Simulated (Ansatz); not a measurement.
**HF (hydrogen fluoride) at CCSD/3-21G**

Aim: the vertical singlet–triplet gap of HF (hydrogen fluoride) at CCSD/3-21G, from 2 runs. 

The calculation is run with Ansatz 0.2.0.

57 further runs of the same task are left out: 1 that didn't finish, 56 set aside as unsound or not needed.

### 1 The system as given

The species is HF (2 atoms), meant as a singlet with charge 0. As SMILES, `F`. The shape is that of a PBE0-D4/def2-TZVP optimisation.

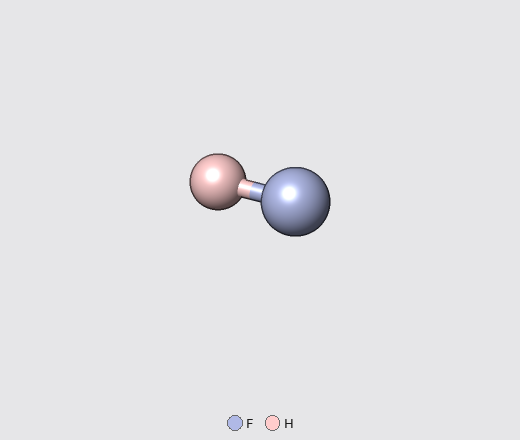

The structure, seen from a chosen angle (fluorine light blue, hydrogen pink).

### 2 The energy at CCSD/3-21G

in.yaml reads:

```yaml
crystal:
  periodic: [false, false, false]
  atoms:
    - {symbol: F, position_ang: [-0.390000, 0.144600, -0.196400]}
    - {symbol: H, position_ang: [0.390000, -0.144600, 0.196400]}
basis:
  gaussian: {orbitals: 3-21G.json}
scf: {omitted_lower_state_checks: [cluster_reference, increment]}
accuracy: high
correlation: {method: ccsd, frozen_orbitals: {F: 1, H: 0}}
```

The basis set 3-21G is read from a file made from the Basis Set Exchange's data (not shown).

Started as:

```
$ ansatz run in.yaml --threads 1 --pin off --max-ram 2610MiB --events-out events.jsonl --progress --plain --runs-dir runs
```

The log of the run, shortened:

```text
Warning: RAYON_NUM_THREADS=1 ignored (pool sized by the plan → 1); use --threads N
Functional definition: HF
  name "HF"
[...]
151 factors; integrals over basis functions are off by at most 4.4e-9 eV
[...]
mean field -2706.44119919 eV, -99.4598795786 hartree, gradient 6.4e-9 eV, S^2 0.000000; 0 other end points of the search recorded, 0 dependent functions left out
1 core orbitals not correlated: weight in the atoms' cores, before any rotation towards them, 1.000 or more for the frozen orbitals, at most 0.000 for the correlated occupied ones
reference -2706.44119919 eV, -99.4598795786 hartree; 4, 4 occupied and 6, 6 virtual orbitals, 151 factors
second order -3.28260120 eV of doubles, -0.00000000 eV of singles
cycle   1  -3.31495622 eV  change   -3.2e-2 eV  update   2.2e-2
[...]
cycle  15  -3.38392873 eV  change  -3.8e-10 eV  update  3.9e-10
Total energy: -2709.82512792 eV, -99.5842366657 hartree
Checks for a lower state left out: cluster_reference, increment
```

Run time: 0.1 s. Hardware: 1 thread of Arm Neoverse V2, shared host.

### 3 The triplet, same level

molecule.yaml reads:

```yaml
basis:
  gaussian:
    orbitals: 3-21G.json
crystal:
  periodic: [false, false, false]
  atoms:
    - {symbol: F, position_ang: [-0.390000, 0.144600, -0.196400]}
    - {symbol: H, position_ang: [0.390000, -0.144600, 0.196400]}
magnetization:
  spin_polarized: true
  initial_magnetization: 2
correlation:
  method: ccsd
  frozen_orbitals: {F: 1, H: 0}
accuracy: high
scf:
  omitted_lower_state_checks: [cluster_reference, increment]
```

The basis set 3-21G is read from a file made from the Basis Set Exchange's data (not shown).

Started as:

```
$ ansatz run molecule.yaml --threads 1 --pin off --max-ram 2610MiB --events-out events.jsonl --progress --plain --runs-dir runs
```

The log of the run, shortened:

```text
Warning: RAYON_NUM_THREADS=1 ignored (pool sized by the plan → 1); use --threads N
Functional definition: HF
  name "HF"
[...]
151 factors; integrals over basis functions are off by at most 4.4e-9 eV
[...]
mean field -2697.24711032 eV, -99.1220030445 hartree, gradient 5.4e-8 eV, S^2 2.001440; 2 other end points of the search recorded, 0 dependent functions left out
1 core orbitals not correlated: weight in the atoms' cores, before any rotation towards them, 1.000 or more for the frozen orbitals, at most 0.000 for the correlated occupied ones
reference -2697.24711032 eV, -99.1220030445 hartree; 5, 3 occupied and 5, 7 virtual orbitals, 151 factors
second order -2.27585870 eV of doubles, -0.00000000 eV of singles
cycle   1  -2.39266666 eV  change   -1.2e-1 eV  update   1.5e-2
[...]
cycle  15  -2.43248410 eV  change   2.6e-10 eV  update  1.0e-10
Total energy: -2699.67959442 eV, -99.2113951865 hartree
Checks for a lower state left out: cluster_reference, increment
```

It took 0.16 s on 1 thread of Arm Neoverse V2, shared host.

### 4 Outcome

Level: CCSD/3-21G, 1 core orbital frozen.

| quantity | value |
| --- | --- |
| singlet: total energy | -99.58424 Eh |
| singlet: correlation energy (1 core orbital frozen) | -124.4 mEh |
| singlet: T1 diagnostic | 0.005 |
| triplet: total energy | -99.21140 Eh |
| triplet: correlation energy (1 core orbital frozen) | -89.4 mEh |
| triplet: ⟨S²⟩ of the reference determinant | 2.001 |
| triplet: T1 diagnostic | 0.003 |
| vertical energy of the triplet above the singlet | 10.146 eV |

In words: At this shape the triplet lies 10.15 eV (234 kcal/mol) above the singlet.
